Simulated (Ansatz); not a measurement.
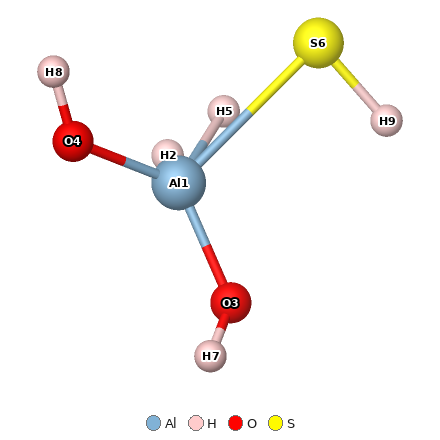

The system is the reacting system AlH5O2S (fragments AlH₃O₂ + H₂S where the first distance is long, AlH₃O₂S + H₂ where the second is long); the picture shows the reference structure. 
- Coordinates scanned: (1) distance Al1–S6 (bond that forms); (2) distance Al1–H2 (bond that breaks).
- Relaxed at each point: all other coordinates.
- The scan uses an 8 × 8 grid.
- Points are written as (first, second).
- All energies are given in kcal/mol relative to the lowest grid point.
- Energies and slopes of some neighbouring points disagree (a jump in structure or state, or too coarse a mesh). The reference is spin-restricted, so regions where a bond is pulled apart into radicals lie too high.
- These are results of RKS r2SCAN-D4/def2-SVP (Ansatz 0.2.0), not measurements.

Its coordinates:

```yaml
atoms:
  - { symbol: Al, position_ang: [-0.3736, -0.1137, 0.2965] }
  - { symbol: H, position_ang: [-0.3154, 1.4638, -0.9359] }
  - { symbol: O, position_ang: [-1.1435, -1.3142, -0.6113] }
  - { symbol: O, position_ang: [-0.7603, 0.3336, 1.8805] }
  - { symbol: H, position_ang: [0.6030, 1.1244, -0.8666] }
  - { symbol: S, position_ang: [2.1201, 0.2398, -0.4817] }
  - { symbol: H, position_ang: [-1.8040, -1.9277, -0.2795] }
  - { symbol: H, position_ang: [-0.2073, 0.7795, 2.5263] }
  - { symbol: H, position_ang: [1.8812, -0.5853, -1.5281] }
```

Range: distance Al1–S6 (bond that forms) from 2.034 to 3.834 Å; distance Al1–H2 (bond that breaks) from 1.368 to 3.168 Å.

Predict the map.

Answer. The lowest grid point is at (2.192 Å, 2.262 Å). The highest grid point, (3.834 Å, 3.168 Å), lies 83.8 kcal/mol above the lowest.

```
second ↓, first →  2.034  2.192  2.410  2.658  2.928  3.216  3.519  3.834
            3.168    4.7    0.5    7.0   21.2   38.5   55.5   70.8   83.8
            2.853    4.6    0.4    6.6   20.8   38.0   55.0   70.3   83.4
            2.550    4.5    0.1    6.2   20.2   37.2   54.0   68.5   70.6
            2.262    4.5    0.0    5.9   19.6   36.2   52.6   50.6   52.5
            1.992    5.7    1.0    6.8   20.0   36.0   51.9   33.1   34.8
            1.744   10.0    5.1   11.1   23.8   16.2   18.2   20.0   21.6
            1.526   21.2   16.2   21.9   12.3   13.3   15.0   16.7   18.1
            1.368   39.2   34.1   23.4   21.5   22.3   23.8   25.4   26.8
```

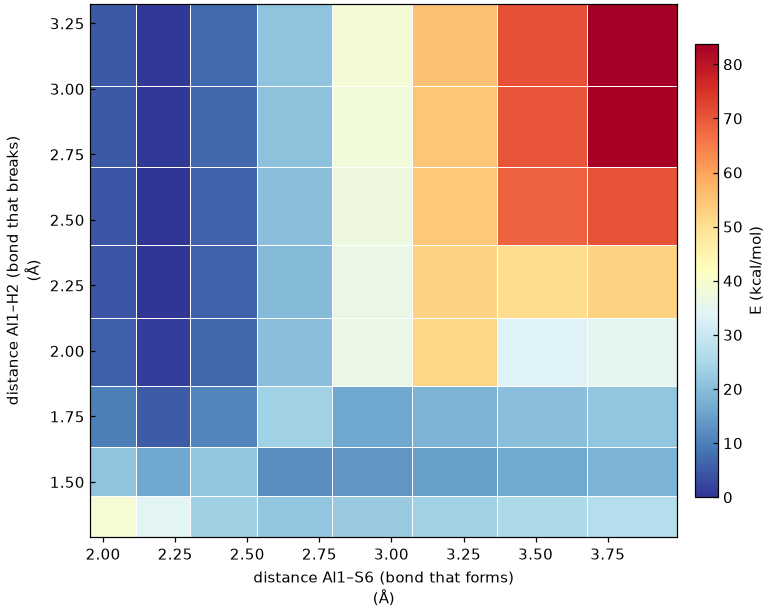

The picture shows one coloured cell a grid point.

The whole map (64 points run) took 35 min on 1 thread of Arm Neoverse V1, with other jobs on the host.
